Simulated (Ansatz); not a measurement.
**Single-point calculation of Ag₄ (charge −1)**

- system: Ag₄, charge −1, multiplicity 2
- method: UKS PBE0-D4/def2-TZVPD (Ansatz 0.2.0)

The geometry comes from this level: r2SCAN-D4/def2-SVPD.

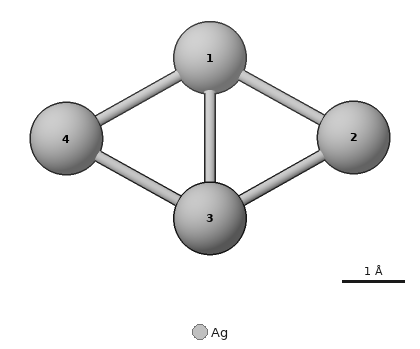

Fig. 1: The structure as given in the input (ball-and-stick view, seen at a tilt; atoms are numbered from 1 in the order of the input). Sticks mark near contacts. Bond lengths as drawn: Ag–Ag 2.69 to 2.75 Å.

### Summary

| quantity | value |
| --- | --- |
| outcome | converged |
| total energy | −16002.3929 eV |
| mean-field energy | −16002.1947 eV |
| dispersion energy | −0.1982 eV |
| ⟨S²⟩ | 0.759 |
| SCF solution under orbital rotations | stable |
| HOMO (either spin) | −0.18 eV |
| LUMO (either spin) | 1.50 eV |
| hardware | 4 threads of Arm Neoverse V1, 23 GiB of memory available, shared host |
| wall time | 7 s (CPU time 26 s) |
| peak memory | 0.65 GiB |

### The input
```yaml
crystal:
  periodic: [false, false, false]
  atoms:
    - {symbol: Ag, position_ang: [-0.787385, 1.001624, 0.519697]}
    - {symbol: Ag, position_ang: [1.860900, 1.369475, 0.179873]}
    - {symbol: Ag, position_ang: [0.786444, -0.999771, -0.523984]}
    - {symbol: Ag, position_ang: [-1.859949, -1.371319, -0.175585]}
basis:
  gaussian: {orbitals: def2-TZVPD, initial_orbitals: start.molden}
total_charge: -1
magnetization: {spin_polarized: true, initial_magnetization: 1}
hamiltonian: {xc: pbe0, dispersion: d4}
scf: {omitted_lower_state_checks: [starts]}
output: {orbitals: {seedname: orbitals}}
```

Run as:
```bash
ansatz run in.yaml --threads 4 --pin off --events-out ev --progress --plain --max-ram 3916MiB
```

### The program's output
```
Functional definition: PBE0
  name "PBE0"
  cite "Adamo & Barone, J. Chem. Phys. 110, 6158 (1999) doi:10.1063/1.478522"
  cite "Perdew, Burke & Ernzerhof, Phys. Rev. Lett. 77, 3865 (1996) doi:10.1103/PhysRevLett.77.3865"
  parent pbe
  parameter a = 0.25
  parameter kappa = 0.804
  parameter beta = 0.06672455060314922
  exchange = (1 - a)*pbe_x(kappa = kappa, mu = beta*pi^2/3) + a*exact_x
  correlation = pbe_c(beta = beta)
these checks for a lower state are left out or cut short: starts
1560 factors; integrals over basis functions are off by at most 2.2e-4 eV
mean field evaluation 1: about -16001.7556 eV, gradient 1.6e1 eV
mean field evaluation 2: about -16001.9468 eV, gradient 2.8e-1 eV
mean field evaluation 4: about -16002.1947 eV, gradient 4.1e-3 eV
mean field -16002.19470109 eV, -588.0698085878 hartree, gradient 5.1e-5 eV, S^2 0.759421; 0 other end points of the search recorded, 0 dependent functions left out
reference -16002.19472814 eV, -588.0698095820 hartree; 39, 38 occupied and 121, 122 virtual orbitals, 1560 factors
Total energy: -16002.39290157 eV, -588.0770923211 hartree
Checks for a lower state left out: starts
```

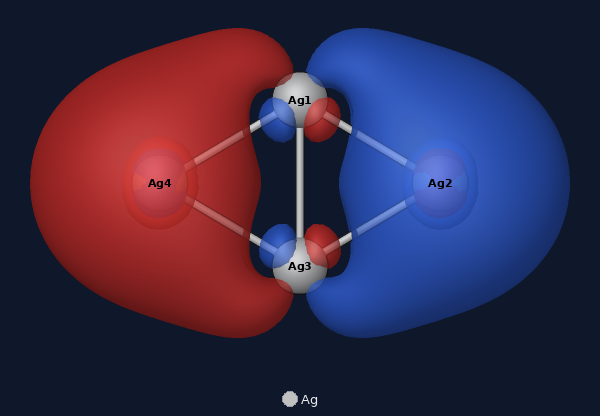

Fig. 2: One frontier orbital at ±0.06 Å⁻³ᐟ² (blue and red are the two phases), seen face on. The HOMO−1 (α), at −0.89 eV. Its weight (Hirshfeld) is mainly on Ag2 (35 %), Ag4 (35 %), Ag1 (15 %) and Ag3 (15 %); it is symmetric in the molecular plane (σ or in-plane lone-pair type); it is ungerade (odd under inversion).

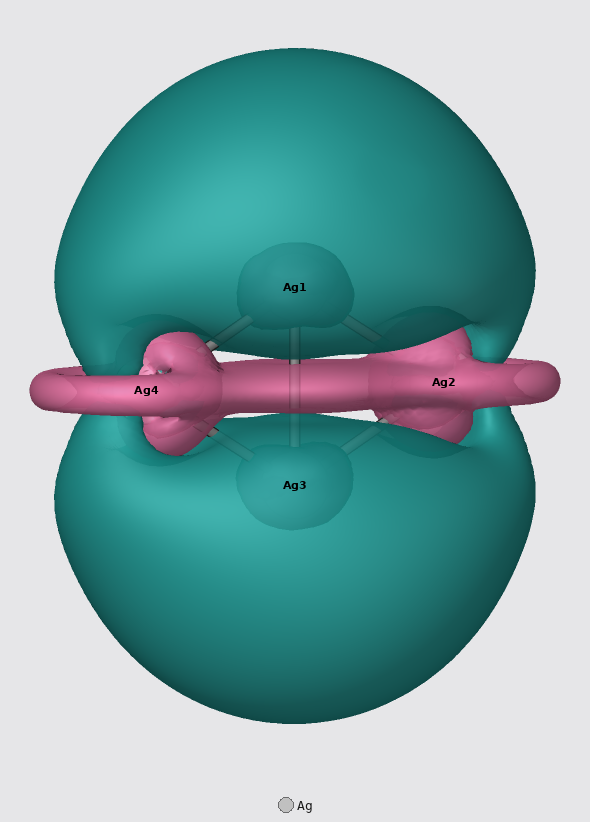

Fig. 3: Isosurfaces of the spin density (α minus β) at +0.001 (teal) and −0.001 e/Å³ (pink), seen at a tilt. The unpaired spin (1 electron) lies mostly on Ag1 (about 0.4), Ag3 (about 0.4), Ag2 (about 0.1) and Ag4 (about 0.1), in electrons by Hirshfeld's partition.

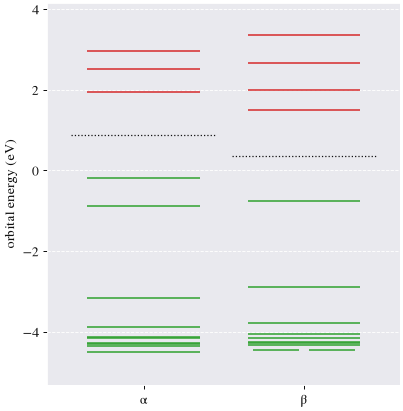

Fig. 4: Orbital energies near the frontier for α and β spins; the dotted line parts filled from empty levels, and levels within 0.02 eV of each other stand side by side. α: highest filled −0.18 eV, lowest empty 1.94 eV, 2.12 eV apart; β: highest filled −0.76 eV, lowest empty 1.50 eV, 2.26 eV apart.
